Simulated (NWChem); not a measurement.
**UM06-2X/STO-3G run of AlH2O (SMILES [O][AlH2])**

Aim: the vertical ionisation energy of AlH2O at UM06-2X/STO-3G, from 2 runs. 

Program for the calculation: NWChem 7.3.0.

## 1. The system as given

The species is AlH2O (4 atoms), meant as a doublet with charge 0. SMILES: `[O][AlH2]`. The coordinates come from a PBE0-D4/def2-TZVP relaxation.

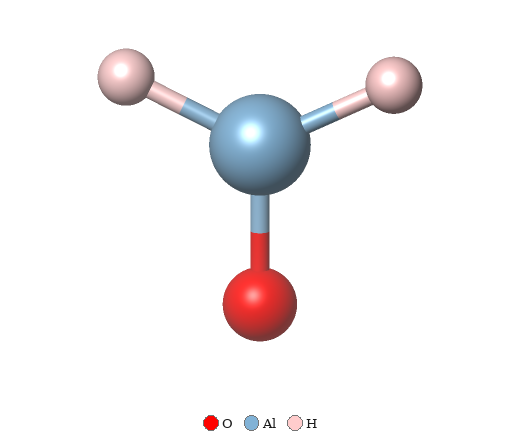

The structure, seen from a chosen angle (oxygen red, aluminium light blue, hydrogen pink).

## 2. A single-point energy at UM06-2X/STO-3G

Contents of test.nw:

```
start test
memory 2200 mb
geometry units angstrom noautosym nocenter noautoz
O     0.062600   -0.856300    1.401400
Al    0.011300    0.029900   -0.080400
H    -1.149600   -0.360800   -1.076000
H     1.131100    1.126800   -0.265300
end
basis "ao basis" spherical bse
* library STO-3G
end
dft
xc m06-2x
mult 2
grid fine
convergence energy 1e-08
maxiter 100
mulliken
noprint "final vectors analysis"
end
task dft energy
```

On the command line:

```console
$ nwchem test.nw > test.out
```

Standard output:

```text
[...]
          Wavefunction type:  spin polarized.
          No. of atoms     :     4
          No. of electrons :    23
[...]
          Charge           :     0
          Spin multiplicity:     2
[...]
          AO basis - number of functions:    16
[...]
              XC Information
              --------------
                       M06-2X Method XC Functional
                     Hartree-Fock (Exact) Exchange  0.540
                        M06-2X Exchange Functional  1.000
                      M06-2X Correlation Potential  1.000
[...]
 d= 0,ls=0.0,diis     1   -314.4302170997 -3.58D+02  1.28D-01  1.85D-01     0.2
[...]
 d= 0,ls=0.5,diis    20   -314.8268784912 -4.22D-09  2.27D-07  3.79D-10     3.1
[...]
         Total DFT energy =     -314.826878492441
      One electron energy =     -526.676373750784
           Coulomb energy =      196.233870317021
    Exchange-Corr. energy =      -28.169509201673
 Nuclear repulsion energy =       43.785134142996
[...]
      Total Density - Mulliken Population Analysis
     ---------------------------------------------
    Atom       Charge   Shell Charges
 -----------   ------   -------------------------------------------------------
    1 O    8     8.29   2.00  1.95  4.33
    2 Al  13    12.24   2.00  1.98  5.79  1.03  1.43
    3 H    1     1.24   1.24
    4 H    1     1.24   1.24
[...]
      <S2> =      0.7555 (Exact =     0.7500)
[...]
```

It took 4.2 s on 1 thread of Intel Xeon 6975P-C (Granite Rapids), shared host; peak memory 0.11 GiB.

## 3. The singlet cation, same level

Contents of run.nw:

```
start run
memory 2200 mb
charge 1

geometry noautosym nocenter noautoz
  O      0.062600    -0.856300     1.401400
  Al     0.011300     0.029900    -0.080400
  H     -1.149600    -0.360800    -1.076000
  H      1.131100     1.126800    -0.265300
end

basis spherical bse
  * library STO-3G
end

dft
  xc m06-2x
  grid fine
  convergence energy 1e-08
  iterations 100
  mulliken
  print low
end

task dft
```

On the command line:

```console
$ nwchem run.nw > run.out
```

Standard output:

```text
[...]
 d= 0,ls=0.0,diis     1   -313.5363979269 -3.57D+02  4.06D-01  2.23D+00     0.2
[...]
 d= 0,ls=0.0,diis    12   -314.4819340255 -8.34D-10  2.12D-06  4.91D-10     1.2
         Total DFT energy =     -314.481934025491
      One electron energy =     -518.185216105563
           Coulomb energy =      187.494398430420
    Exchange-Corr. energy =      -27.576250493345
 Nuclear repulsion energy =       43.785134142996
[...]
      Total Density - Mulliken Population Analysis
     ---------------------------------------------
    Atom       Charge   Shell Charges
 -----------   ------   -------------------------------------------------------
    1 O    8     7.94   2.00  1.97  3.97
    2 Al  13    12.04   2.00  1.98  5.79  1.02  1.25
    3 H    1     1.01   1.01
    4 H    1     1.01   1.01
[...]
```

Run time: 1.8 s. Hardware: 1 thread of Intel Xeon 6975P-C (Granite Rapids), shared host; peak memory 0.1 GiB.

## 4. Summary of results

At UM06-2X/STO-3G:

| quantity | value |
| --- | --- |
| doublet AlH2O: total energy | -314.82688 Eh |
| doublet AlH2O: dipole moment | 0.77 D |
| doublet AlH2O: ⟨S²⟩ | 0.755 |
| singlet cation: total energy | -314.48193 Eh |
| vertical ionisation energy (to the singlet cation) | 9.386 eV |

In words: Removing an electron at fixed nuclei costs 9.39 eV (906 kJ/mol). Only the singlet of the ionised species was computed; a triplet could lie lower. In a minimal basis such a difference can be off by several eV, whatever the method. Mulliken charges (singlet cation) run from -0.01 on H3 to +0.96 on Al2; they depend strongly on the basis.
